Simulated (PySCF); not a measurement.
SMILES OB(O)c1ccc([SiH3])cc1, singlet, GFN2-xTB optimised geometry. Atoms within 1.6 Å of the plane z = 1.5 Å (x, y, z in Å): B2 (-2.60, 0.04, -0.01), O3 (-3.23, 1.22, 0.18), C4 (-1.02, 0.01, 0.00), C5 (-0.29, 1.20, 0.00), C6 (1.09, 1.20, 0.00), C7 (1.81, 0.00, 0.00), Si8 (3.69, 0.02, 0.01), C9 (1.09, -1.19, 0.00), C10 (-0.30, -1.19, 0.00), H12 (-4.18, 1.16, 0.16), H13 (-0.84, 2.13, 0.01), H14 (1.62, 2.14, 0.00), H15 (4.17, 0.29, 1.37), H18 (1.62, -2.13, 0.00), H19 (-0.82, -2.14, 0.01).

Calculation: CAM-B3LYP/def2-SVP (PySCF).

Map of the Laplacian of the electron density (e/bohr⁵) on the plane z = 1.5 Å:

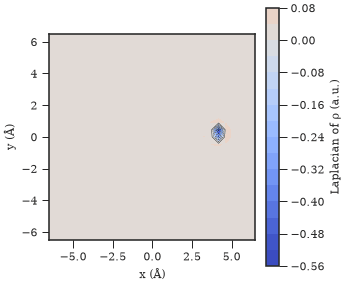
Figure. Laplacian of the electron density (e/bohr⁵) on the plane z = 1.5 Å.
